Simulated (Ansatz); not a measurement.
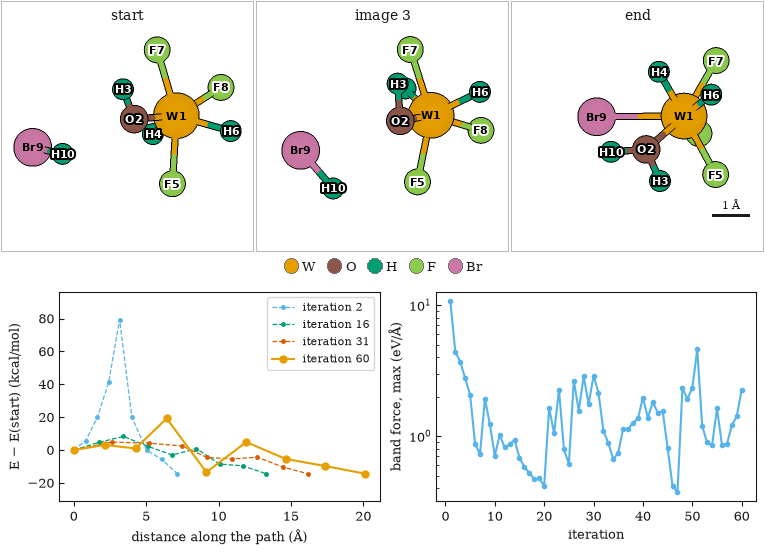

NEB run on WH4OBrF3, made up at the start of WH3OF3 and HBr. Images are numbered from 0 (start) to 8 (end). The plot follows the band through its iterations. A ball-and-stick model, seen from a free direction.

Computed with Ansatz, RKS B3LYP-D4/def2-SVP. Set-up: 7 movable images; climbing image; force threshold 0.05 eV/Å; iteration limit 60; starting path through a guess of the saddle point.

Q: Judge this run.

A: The result isn't final. The band hadn't converged when the run stopped after 60 iterations. The largest component of the band force went from 11 to 2.3 eV/Å. The barrier read from it is provisional: over the last two iterations the highest image moved from 8.4 kcal/mol to 19.2 kcal/mol. The first iteration put the highest image at 137.6 kcal/mol. The energy climbs by 19.2 kcal/mol to image 3 and then falls by 33.6 kcal/mol, so the end point sits at −14.4 kcal/mol. The profile has 3 maxima (images 1, 3, 5) with a dip at image 2, 4 (+1.0 kcal/mol, −13.4 kcal/mol), which on an unconverged band is provisional.

Limits of the set-up: the start holds two separate molecules, 2.3 Å apart at their closest, whose relative position is a soft coordinate.
